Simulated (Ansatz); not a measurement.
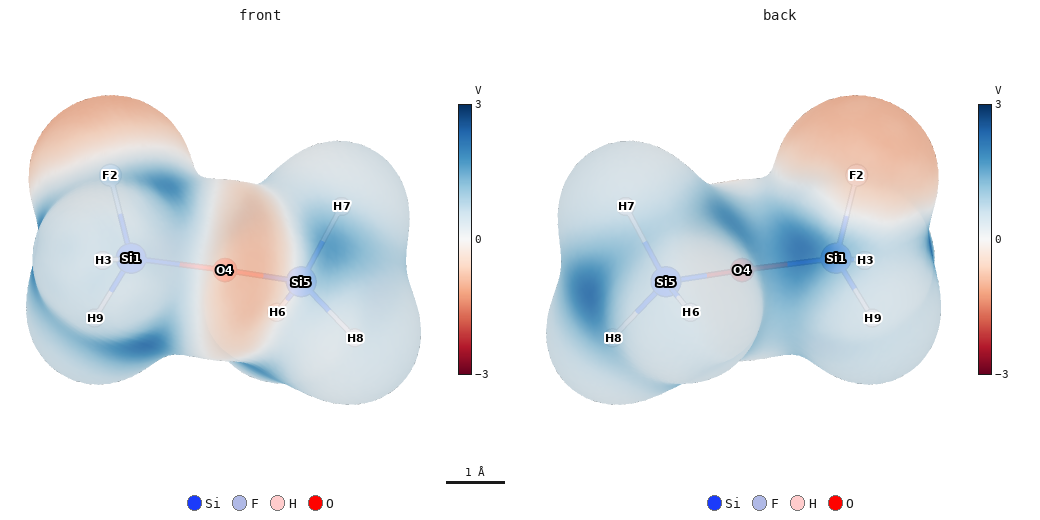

*FH$_{5}$OSi$_{2}$. The electrostatic potential painted on the density surface at 0.004 e/bohr³, seen from the front and from behind; the colour scale runs from red (negative) to blue (positive).*

Method: RKS PBE0-D4/6-31G* (Ansatz).

```yaml
atoms:
  - { symbol: Si, position_ang: [0.2011, -0.0216, 0.1131] }
  - { symbol: F, position_ang: [0.2661, 0.5945, 1.5947] }
  - { symbol: H, position_ang: [1.5642, -0.0014, -0.4627] }
  - { symbol: O, position_ang: [-0.7602, 0.9035, -0.8308] }
  - { symbol: Si, position_ang: [-2.3387, 1.3597, -1.0474] }
  - { symbol: H, position_ang: [-3.2580, 0.3570, -0.4382] }
  - { symbol: H, position_ang: [-2.5744, 2.6851, -0.4165] }
  - { symbol: H, position_ang: [-2.6037, 1.4487, -2.5068] }
  - { symbol: H, position_ang: [-0.3582, -1.3926, 0.2249] }
```

Question: Describe the electrostatic potential map.

Answer: The most negative region (about −1.0 V) lies over F2, the most positive (about +2.2 V) over Si1 and Si5.
